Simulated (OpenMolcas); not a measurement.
**Single-point calculation, with input and output: C$_{2}$H$_{3}$BeN (part 2 of 2)**

Continued. System: C$_{2}$H$_{3}$BeN (BeMe(CN)). Method: CASSCF/cc-pVDZ-DK, DKH2 (OpenMolcas 26.06). The geometry comes from this level: GFN2-xTB.

Geometry of the input (Å):
```
Be 0.0092  0.0166  -0.5246
C  -0.0004  -0.0103  1.1891
H  0.7459  0.6332  1.6572
H  0.1857  -0.9965  1.6184
H  -0.9469  0.3035  1.6332
C  0.0013  0.0214  -2.2116
N  0.0052  0.0321  -3.3617
```

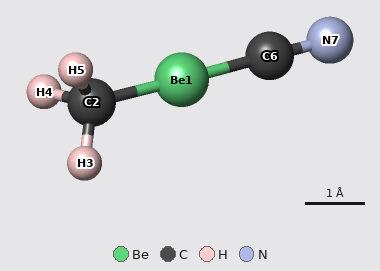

*The input geometry (ball-and-stick view, seen at a tilt; atoms are numbered from 1 in the order of the input). Sticks mark near contacts.*

Output, continued:
```
     1 BE1    1s         0.0014   -0.0003    0.0007    1.0041   -0.0000   -0.0025    0.0173   -0.0001    0.0042    0.0180
     2 BE1    2s         0.0051   -0.0026   -0.0007    0.0237    0.2521    0.0125   -0.4217    0.0005   -0.4067   -0.1957
     3 BE1    *s        -0.0025    0.0011   -0.0002   -0.0107   -0.1050    0.0077    0.1849   -0.0005    0.1547    0.0564
     4 BE1    *px       -0.0000    0.0000   -0.0000   -0.0000   -0.0016    0.0075    0.0013   -0.0764   -0.0011    0.0112
     5 BE1    *px        0.0000   -0.0000   -0.0000   -0.0000    0.0007   -0.0028   -0.0006    0.0278    0.0001   -0.0045
     6 BE1    *py       -0.0000   -0.0000    0.0001    0.0001    0.0039   -0.0359   -0.0007   -0.0148    0.0130   -0.0548
     7 BE1    *py       -0.0000    0.0000   -0.0000   -0.0001   -0.0012    0.0133    0.0005    0.0054   -0.0048    0.0210
     8 BE1    *pz       -0.0011    0.0016   -0.0019   -0.0046   -0.1965    0.0122    0.3577    0.0020   -0.1047   -0.2547
     9 BE1    *pz        0.0012   -0.0028    0.0015    0.0020    0.0630   -0.0012   -0.1859   -0.0009    0.0693    0.0930
    10 BE1    *d2-      -0.0000    0.0000    0.0000   -0.0000    0.0001   -0.0008    0.0000   -0.0038    0.0002   -0.0012
    11 BE1    *d1-       0.0000    0.0000    0.0000   -0.0001    0.0009   -0.0119    0.0008   -0.0051    0.0040   -0.0197
    12 BE1    *d0        0.0004   -0.0016   -0.0009    0.0048    0.0282   -0.0177   -0.0570   -0.0004   -0.0251   -0.0077
    13 BE1    *d1+       0.0000   -0.0000    0.0000    0.0000    0.0001    0.0026   -0.0006   -0.0262   -0.0008    0.0041
    14 BE1    *d2+       0.0000   -0.0000    0.0000   -0.0000    0.0002   -0.0022    0.0001    0.0018    0.0006   -0.0032
    15 C2     1s         0.0000    0.0011    1.0018   -0.0003   -0.0047    0.0238    0.0043    0.0000    0.0052   -0.0049
    16 C2     2s         0.0003    0.0006    0.0077    0.0020    0.0388   -0.5540    0.0326   -0.0001   -0.2143    0.1210
    17 C2     *s        -0.0006    0.0003   -0.0096   -0.0058   -0.0025    0.1652   -0.0311   -0.0002    0.0390   -0.0663
    18 C2     2px        0.0000    0.0000   -0.0002    0.0000   -0.0050    0.0593   -0.0012   -0.6031   -0.0182    0.0910
    19 C2     *px       -0.0000    0.0000    0.0000   -0.0000    0.0007   -0.0092    0.0005    0.0913    0.0025   -0.0168
    20 C2     2py        0.0000    0.0000    0.0005   -0.0001    0.0236   -0.2841    0.0093   -0.1178    0.0727   -0.4962
    21 C2     *py       -0.0000    0.0000   -0.0001   -0.0001   -0.0036    0.0442   -0.0011    0.0178   -0.0128    0.0892
    22 C2     2pz       -0.0001   -0.0006    0.0042   -0.0023    0.0215   -0.2612    0.0085   -0.0095    0.2623    0.3875
    23 C2     *pz        0.0007   -0.0006   -0.0011    0.0022   -0.0159    0.0388    0.0057    0.0018   -0.0212   -0.0615
    24 C2     *d2-      -0.0000    0.0000    0.0000   -0.0000    0.0003   -0.0035    0.0001   -0.0181    0.0010   -0.0061
    25 C2     *d1-       0.0000   -0.0000    0.0000   -0.0000    0.0007   -0.0077    0.0001   -0.0035    0.0023   -0.0123
    26 C2     *d0       -0.0001    0.0002   -0.0003    0.0007   -0.0000    0.0028   -0.0000   -0.0004   -0.0091   -0.0099
    27 C2     *d1+       0.0000   -0.0000    0.0000    0.0000   -0.0000    0.0013   -0.0002   -0.0165   -0.0003    0.0024
    28 C2     *d2+      -0.0000    0.0000    0.0000   -0.0000    0.0008   -0.0090    0.0003    0.0076    0.0026   -0.0156
    29 H3     1s         0.0001   -0.0001    0.0001    0.0008    0.0397   -0.4857    0.0175   -0.5338    0.0413   -0.0459
    30 H3     *s        -0.0003    0.0007    0.0012   -0.0001   -0.0067    0.1600    0.0031    0.1258    0.0017    0.0077
    31 H3     *px        0.0000   -0.0000    0.0004   -0.0001   -0.0023    0.0245   -0.0008    0.0060   -0.0011    0.0012
    32 H3     *py        0.0000   -0.0000    0.0004   -0.0000   -0.0014    0.0136   -0.0004    0.0144    0.0010   -0.0115
    33 H3     *pz       -0.0000   -0.0000    0.0003   -0.0002   -0.0006    0.0087   -0.0007    0.0131    0.0058    0.0091
    34 H4     1s         0.0001   -0.0001   -0.0006    0.0010    0.0029   -0.0439    0.0027   -0.0001   -0.0751    0.6811
    35 H4     *s        -0.0003    0.0007    0.0014   -0.0002    0.0016    0.0555    0.0071   -0.0000    0.0293   -0.1604
    36 H4     *px        0.0000   -0.0000    0.0001   -0.0000   -0.0003    0.0031   -0.0001   -0.0136    0.0004   -0.0040
    37 H4     *py       -0.0000    0.0000   -0.0005    0.0001    0.0017   -0.0155    0.0004   -0.0027   -0.0026    0.0206
    38 H4     *pz       -0.0000   -0.0000    0.0002   -0.0002    0.0004   -0.0025   -0.0003   -0.0002    0.0083   -0.0051
    39 H5     1s         0.0001   -0.0001    0.0001    0.0008    0.0398   -0.4861    0.0163    0.5331    0.0422   -0.0452
    40 H5     *s        -0.0004    0.0007    0.0012   -0.0002   -0.0070    0.1600    0.0038   -0.1256    0.0018    0.0076
    41 H5     *px       -0.0000    0.0000   -0.0005    0.0001    0.0027   -0.0281    0.0008    0.0113    0.0004    0.0030
    42 H5     *py        0.0000   -0.0000    0.0002   -0.0000   -0.0004    0.0034   -0.0001   -0.0109    0.0013   -0.0111
    43 H5     *pz       -0.0000   -0.0000    0.0003   -0.0002   -0.0005    0.0080   -0.0006   -0.0129    0.0058    0.0091
    44 C6     1s        -0.0001    1.0012   -0.0009   -0.0003   -0.0190    0.0001    0.0154    0.0001   -0.0193    0.0032
    45 C6     2s         0.0006    0.0113    0.0008    0.0023    0.2955    0.0054   -0.6008   -0.0010    0.4311   -0.0053
    46 C6     *s         0.0039   -0.0060    0.0013   -0.0069   -0.0013    0.0113    0.0492    0.0005   -0.2128    0.0026
    47 C6     2px       -0.0000    0.0000    0.0000   -0.0000    0.0002    0.0003   -0.0007   -0.0031    0.0016    0.0010
    48 C6     *px        0.0000   -0.0000    0.0000   -0.0000   -0.0002    0.0004    0.0004   -0.0027   -0.0005    0.0004
    49 C6     2py       -0.0000    0.0001   -0.0000   -0.0000   -0.0006   -0.0015    0.0016   -0.0006    0.0054   -0.0059
    50 C6     *py        0.0001   -0.0000    0.0000    0.0000    0.0007   -0.0013   -0.0005   -0.0005   -0.0017   -0.0020
    51 C6     2pz       -0.0003   -0.0048    0.0003   -0.0002    0.1634    0.0001   -0.3798   -0.0008   -0.4852    0.0782
    52 C6     *pz       -0.0054    0.0013   -0.0012   -0.0084   -0.1055    0.0026    0.1194    0.0002    0.2266   -0.0613
    53 C6     *d2-       0.0000   -0.0000   -0.0000    0.0000   -0.0000    0.0000   -0.0000    0.0002   -0.0000    0.0000
    54 C6     *d1-       0.0000   -0.0000    0.0000   -0.0000   -0.0001   -0.0019    0.0000   -0.0008    0.0002   -0.0029
    55 C6     *d0       -0.0010    0.0019    0.0002    0.0001    0.0230    0.0038   -0.0098    0.0001    0.0154   -0.0028
    56 C6     *d1+       0.0000   -0.0000    0.0000   -0.0000   -0.0001    0.0004   -0.0001   -0.0041   -0.0002    0.0006
    57 C6     *d2+       0.0000   -0.0000   -0.0000    0.0000   -0.0000    0.0001   -0.0000   -0.0001   -0.0000    0.0001
    58 N7     1s         1.0014   -0.0011    0.0001    0.0002   -0.0114   -0.0013   -0.0008   -0.0000   -0.0114    0.0023
    59 N7     2s         0.0076    0.0015    0.0003    0.0013    0.7453    0.0756    0.4197    0.0005    0.2735   -0.0273
    60 N7     *s        -0.0120   -0.0027   -0.0017   -0.0048   -0.0429   -0.0008    0.0595   -0.0001   -0.1442   -0.0046
    61 N7     2px       -0.0000    0.0000    0.0000   -0.0000    0.0012   -0.0000   -0.0001    0.0014   -0.0015    0.0006
    62 N7     *px        0.0000    0.0000   -0.0000    0.0000    0.0002   -0.0002   -0.0001    0.0022    0.0003   -0.0003
    63 N7     2py       -0.0001   -0.0000   -0.0000   -0.0000    0.0032    0.0010    0.0009    0.0003   -0.0050   -0.0015
    64 N7     *py        0.0000    0.0000    0.0000    0.0000    0.0004    0.0011   -0.0000    0.0004    0.0004    0.0020
    65 N7     2pz        0.0055    0.0038   -0.0001    0.0009   -0.3465   -0.0354   -0.1928   -0.0002    0.6022   -0.0675
    66 N7     *pz       -0.0049   -0.0017   -0.0005    0.0000   -0.0463   -0.0052    0.0014   -0.0001   -0.0798    0.0070
    67 N7     *d2-       0.0000   -0.0000   -0.0000   -0.0000   -0.0000   -0.0000    0.0000   -0.0000    0.0000   -0.0000
    68 N7     *d1-      -0.0000   -0.0000    0.0000   -0.0000    0.0002   -0.0003   -0.0000   -0.0002   -0.0004   -0.0007
    69 N7     *d0        0.0010    0.0004   -0.0001    0.0002   -0.0063   -0.0012   -0.0052   -0.0000    0.0327   -0.0031
    70 N7     *d1+      -0.0000    0.0000    0.0000    0.0000    0.0001    0.0001   -0.0001   -0.0008   -0.0002    0.0002
    71 N7     *d2+      -0.0000    0.0000    0.0000   -0.0000    0.0000   -0.0000    0.0000    0.0000    0.0000   -0.0000

      Orbital                11        12        13        14        15        16        17        18        19        20
      Energy            -0.4525   -0.4525   -0.6583    0.3446    0.3445    0.8513    1.0044    0.6780    0.1125    0.1130
      Occ. No.           1.9412    1.9413    1.9825    0.0586    0.0586    0.0180    0.0163    0.0190    0.0000    0.0000

     1 BE1    1s        -0.0001    0.0001    0.0328    0.0001    0.0002   -0.0824    0.0656    0.0254    0.0014    0.0038
     2 BE1    2s         0.0002   -0.0008   -0.2715   -0.0024   -0.0009   -0.9268    0.6395    0.4355    0.0046    0.0068
     3 BE1    *s         0.0001    0.0002    0.0835    0.0004   -0.0003    0.3437   -0.2178   -0.1815   -0.0324   -0.1319
     4 BE1    *px       -0.0073   -0.0681   -0.0061   -0.0727    0.0085   -0.0022    0.0063    0.0079   -0.3305    0.1757
     5 BE1    *px        0.0021    0.0198    0.0018    0.0469   -0.0054    0.0007   -0.0021   -0.0015   -0.7849    0.4268
     6 BE1    *py        0.0679   -0.0073    0.0347   -0.0082   -0.0736    0.0157   -0.0273   -0.0417   -0.1761   -0.3202
     7 BE1    *py       -0.0197    0.0021   -0.0123    0.0053    0.0471   -0.0060    0.0077    0.0093   -0.4256   -0.7951
     8 BE1    *pz        0.0001    0.0008   -0.4829    0.0017    0.0013   -0.4281    0.7986    0.2911    0.0014   -0.0068
     9 BE1    *pz       -0.0004    0.0000    0.1765   -0.0010   -0.0006    0.1767   -0.2423   -0.1268    0.0025   -0.0081
    10 BE1    *d2-      -0.0000   -0.0003    0.0006   -0.0001    0.0001   -0.0000   -0.0009   -0.0033    0.0035    0.0002
    11 BE1    *d1-      -0.0224    0.0024    0.0111    0.0028    0.0238    0.0148   -0.0181   -0.0152   -0.0053   -0.0094
    12 BE1    *d0       -0.0001   -0.0003   -0.0301   -0.0006   -0.0000   -0.0561    0.0218    0.0211   -0.0036   -0.0079
    13 BE1    *d1+       0.0024    0.0222   -0.0013    0.0241   -0.0027   -0.0036    0.0033    0.0032   -0.0100    0.0052
    14 BE1    *d2+      -0.0001    0.0001    0.0017   -0.0000    0.0003    0.0001   -0.0024   -0.0082   -0.0004    0.0046
    15 C2     1s        -0.0000    0.0001    0.0082    0.0002   -0.0006    0.0731   -0.1223   -0.2142   -0.0007   -0.0020
    16 C2     2s         0.0016    0.0002   -0.4233    0.0008   -0.0038    0.4229   -0.7430   -1.3997   -0.0037    0.0006
    17 C2     *s        -0.0008   -0.0001    0.1110   -0.0005    0.0027   -0.2904    0.4409    0.7055    0.0017    0.0215
    18 C2     2px        0.0013    0.0073   -0.0491    0.0110   -0.0019   -0.0794    0.0160   -0.2142    0.0748   -0.0446
    19 C2     *px       -0.0007   -0.0058    0.0078   -0.0120    0.0018    0.0268   -0.0007    0.0903    0.0608   -0.0374
    20 C2     2py       -0.0101    0.0005    0.2205    0.0010    0.0139    0.4819   -0.1529    1.0898    0.0454    0.0950
    21 C2     *py        0.0065   -0.0006   -0.0383   -0.0012   -0.0142   -0.1779    0.0420   -0.4519    0.0395    0.0863
    22 C2     2pz        0.0008    0.0001    0.4131   -0.0004    0.0015   -0.9846    0.9154    0.1144   -0.0019   -0.0178
    23 C2     *pz       -0.0004    0.0002   -0.0634    0.0000   -0.0009    0.4990   -0.4630   -0.1506   -0.0067   -0.0243
    24 C2     *d2-      -0.0003    0.0004    0.0029    0.0003    0.0003    0.0107   -0.0018    0.0303    0.0128    0.0010
    25 C2     *d1-      -0.0038    0.0004    0.0064    0.0004    0.0032    0.0056   -0.0025    0.0114    0.0134    0.0238
    26 C2     *d0       -0.0002    0.0001   -0.0116    0.0001    0.0001    0.1194   -0.1159   -0.0187    0.0011    0.0021
    27 C2     *d1+       0.0004    0.0037   -0.0009    0.0034   -0.0003   -0.0034    0.0028   -0.0007    0.0253   -0.0132
    28 C2     *d2+      -0.0007   -0.0003    0.0075   -0.0002    0.0007    0.0267   -0.0043    0.0758   -0.0012    0.0135
    29 H3     1s        -0.0055    0.0074    0.0830    0.0123    0.0084   -0.0179    0.0121   -0.0058    0.1669    0.0337
    30 H3     *s        -0.0028    0.0041    0.0260   -0.0031   -0.0023    0.0235   -0.0612   -0.0295    0.1347    0.0237
    31 H3     *px       -0.0001    0.0005   -0.0028    0.0006   -0.0002    0.0000    0.0000   -0.0039   -0.0011    0.0008
    32 H3     *py       -0.0005    0.0002    0.0033   -0.0000    0.0007    0.0003    0.0026    0.0071   -0.0004   -0.0014
    33 H3     *pz        0.0002   -0.0002    0.0090   -0.0001   -0.0000   -0.0044    0.0043    0.0026    0.0058    0.0012
    34 H4     1s         0.0127    0.0011   -0.2583    0.0011   -0.0138    0.5918   -0.1972    1.3205   -0.0468   -0.1470
    35 H4     *s         0.0044    0.0002    0.1056   -0.0001    0.0045   -0.1166   -0.0311   -0.4053   -0.0287   -0.0741
    36 H4     *px        0.0001    0.0003    0.0012    0.0008   -0.0001    0.0037   -0.0008    0.0088   -0.0016    0.0009
    37 H4     *py       -0.0005    0.0000   -0.0075    0.0001    0.0007   -0.0211    0.0058   -0.0457   -0.0009   -0.0016
    38 H4     *pz       -0.0003   -0.0000    0.0160    0.0000   -0.0001    0.0249   -0.0219    0.0062   -0.0017   -0.0052
    39 H5     1s        -0.0042   -0.0083    0.0841   -0.0136    0.0063   -0.0177    0.0121   -0.0061   -0.1177    0.1224
    40 H5     *s        -0.0020   -0.0048    0.0256    0.0039   -0.0017    0.0242   -0.0614   -0.0297   -0.1007    0.0988
    41 H5     *px        0.0001    0.0005    0.0011    0.0006    0.0000    0.0000   -0.0013    0.0008   -0.0012    0.0005
    42 H5     *py       -0.0004   -0.0000    0.0041    0.0002    0.0008    0.0002    0.0025    0.0081   -0.0009   -0.0014
    43 H5     *pz        0.0001    0.0002    0.0090    0.0001    0.0000   -0.0043    0.0043    0.0026   -0.0041    0.0043
    44 C6     1s        -0.0000    0.0000    0.0147    0.0005    0.0005    0.1506    0.1720   -0.0416   -0.0003   -0.0025
    45 C6     2s        -0.0024    0.0027   -0.1584    0.0042    0.0036    1.0403    1.0618   -0.3062    0.0019    0.0033
    46 C6     *s        -0.0007    0.0010    0.0937   -0.0010   -0.0013   -0.2943   -0.3276    0.0904    0.0151    0.0442
    47 C6     2px       -0.0638   -0.5954   -0.0012   -0.9223    0.1051    0.0037    0.0024   -0.0021    0.2024   -0.1090
    48 C6     *px        0.0046    0.0431    0.0001    0.1419   -0.0162   -0.0014    0.0006    0.0004    0.2393   -0.1294
    49 C6     2py        0.5954   -0.0638   -0.0004   -0.1052   -0.9221    0.0068    0.0113    0.0034    0.1091    0.2018
    50 C6     *py       -0.0431    0.0046    0.0022    0.0162    0.1418    0.0013   -0.0061   -0.0004    0.1293    0.2403
    51 C6     2pz        0.0041   -0.0012    0.3310   -0.0020   -0.0064   -0.7219   -1.0170    0.1772    0.0020    0.0161
    52 C6     *pz       -0.0002    0.0001   -0.1991    0.0006    0.0011    0.2583    0.4129   -0.0486    0.0044    0.0246
    53 C6     *d2-       0.0001   -0.0004   -0.0000    0.0001    0.0001    0.0000    0.0000    0.0002    0.0001   -0.0001
    54 C6     *d1-      -0.0335    0.0036    0.0018    0.0010    0.0085    0.0023   -0.0029   -0.0026   -0.0077   -0.0143
    55 C6     *d0       -0.0006    0.0004   -0.0082   -0.0001   -0.0000    0.0040   -0.0050   -0.0008    0.0007    0.0031
    56 C6     *d1+       0.0036    0.0335   -0.0001    0.0086   -0.0010   -0.0004    0.0005    0.0005   -0.0143    0.0077
    57 C6     *d2+      -0.0004   -0.0001   -0.0001    0.0001   -0.0001   -0.0000    0.0002    0.0006   -0.0001   -0.0000
    58 N7     1s         0.0000   -0.0000    0.0084    0.0001    0.0001   -0.1215   -0.1453    0.0330   -0.0001   -0.0007
    59 N7     2s         0.0004   -0.0005   -0.1514    0.0001    0.0001   -0.7845   -0.9075    0.2177    0.0002    0.0006
    60 N7     *s         0.0004   -0.0004    0.0394   -0.0001   -0.0001    0.1902    0.2744   -0.0449   -0.0018    0.0137
    61 N7     2px       -0.0692   -0.6457    0.0009    1.0372   -0.1183    0.0018    0.0034    0.0005   -0.0156    0.0084
    62 N7     *px        0.0043    0.0399    0.0001   -0.2685    0.0306   -0.0001   -0.0015   -0.0005   -0.0658    0.0356
    63 N7     2py        0.6457   -0.0692    0.0034    0.1183    1.0371    0.0082    0.0065   -0.0071   -0.0085   -0.0156
    64 N7     *py       -0.0398    0.0043   -0.0011   -0.0306   -0.2685   -0.0040   -0.0010    0.0035   -0.0356   -0.0662
    65 N7     2pz        0.0055   -0.0025   -0.3498    0.0035    0.0084   -0.8867   -1.0011    0.2505   -0.0016   -0.0007
    66 N7     *pz       -0.0002   -0.0001    0.0398   -0.0010   -0.0022    0.3223    0.3884   -0.0883   -0.0024   -0.0020
    67 N7     *d2-      -0.0001    0.0003   -0.0000   -0.0002    0.0000   -0.0000   -0.0000   -0.0000   -0.0001   -0.0000
    68 N7     *d1-       0.0361   -0.0039    0.0007    0.0034    0.0296    0.0008   -0.0003   -0.0008    0.0033    0.0061
    69 N7     *d0        0.0006   -0.0003   -0.0184    0.0001    0.0004   -0.0228   -0.0251    0.0062    0.0001   -0.0006
    70 N7     *d1+      -0.0039   -0.0361    0.0001    0.0296   -0.0034   -0.0000    0.0002    0.0001    0.0061   -0.0033
    71 N7     *d2+       0.0003    0.0001    0.0000    0.0000    0.0002    0.0000   -0.0000   -0.0001   -0.0000    0.0001
--

      Von Neumann Entropy (Root   1) =  0.60168

      Mulliken population analysis for root number:  1
      -----------------------------------------------

++    Molecular charges:
      ------------------

      Mulliken charges per centre and basis function type
      ---------------------------------------------------

                BE1     C2      H3      H4      H5      C6      N7
      1s       2.0087  2.0037  1.2536  1.2559  1.2533  2.0028  2.0030
      2s       1.1399  1.4447  0.0000  0.0000  0.0000  1.4933  1.7860
      2px      0.0000  1.1405  0.0000  0.0000  0.0000  0.9783  1.0843
      2pz      0.0000  1.2779  0.0000  0.0000  0.0000  1.2347  1.4858
      2py      0.0000  1.1644  0.0000  0.0000  0.0000  0.9784  1.0843
      *s      -0.3919 -0.3976 -0.3220 -0.3164 -0.3218 -0.2167 -0.1479
      *px      0.0519 -0.1595  0.0128  0.0062  0.0169 -0.0654 -0.0641
      *pz      0.7653 -0.1601  0.0101  0.0093  0.0099 -0.3118 -0.1008
      *py      0.0504 -0.1823  0.0110  0.0161  0.0070 -0.0654 -0.0641
      *d2+     0.0003  0.0079  0.0000  0.0000  0.0000  0.0000  0.0000
      *d1+     0.0286  0.0054  0.0000  0.0000  0.0000  0.0176  0.0140
      *d0      0.0682  0.0044  0.0000  0.0000  0.0000  0.0151  0.0136
      *d1-     0.0282  0.0051  0.0000  0.0000  0.0000  0.0176  0.0140
      *d2-     0.0002  0.0073  0.0000  0.0000  0.0000  0.0000  0.0000
      Total    3.7499  6.1617  0.9654  0.9711  0.9654  6.0783  7.1081

      N-E      0.2501 -0.1617  0.0346  0.0289  0.0346 -0.0783 -0.1081

      Total electronic charge=   26.000000

      Total            charge=   -0.000000
--

      Expectation values of various properties for root number:  1
      -----------------------------------------------------------

++    Molecular properties:
      ---------------------

      Charge (e):
                      =   -0.0000
      Dipole Moment (debye):
      Origin of the operator (angstrom)=    0.0030    0.0134   -1.1816
                   X=  9.6963E-03               Y=  4.3390E-02               Z=  3.2983E+00           Total=  3.2986E+00
      Quadrupole Moment (debye*angstrom):
      Origin of the operator (angstrom)=    0.0030    0.0134   -1.1816
                  XX= -2.2357E+01              XY=  4.0133E-03              XZ= -3.7465E-03              YY= -2.2379E+01
                  YZ=  2.0265E-01              ZZ= -3.2883E+01
      In traceless form (debye*angstrom)
                  XX=  5.2741E+00              XY=  6.0200E-03              XZ= -5.6198E-03              YY=  5.2407E+00
                  YZ=  3.0398E-01              ZZ= -1.0515E+01
--

      Average orbitals are written to the RASORB file
      Natural orbitals for root   1 are written to the RASORB.1 file
      Spin density orbitals for root   1 are written to the SPDORB.1 file

--- Stop Module: rasscf /rc=_RC_ALL_IS_WELL_ ---
--- Module rasscf spent 2 seconds ---

.##################.
.# Happy landing! #.
.##################.

    Timing: Wall=3.87 User=3.53 System=0.33
```

Summary:

```json
{"quantity": "outcome", "value": "converged"}
{"quantity": "total energy", "value": "−146.808676 hartree"}
{"quantity": "CASSCF energy", "value": "−146.808676 hartree"}
{"quantity": "basis functions", "value": "71"}
{"quantity": "wall time", "value": "4.2 s"}
{"quantity": "peak memory", "value": "0.084 GiB"}
```
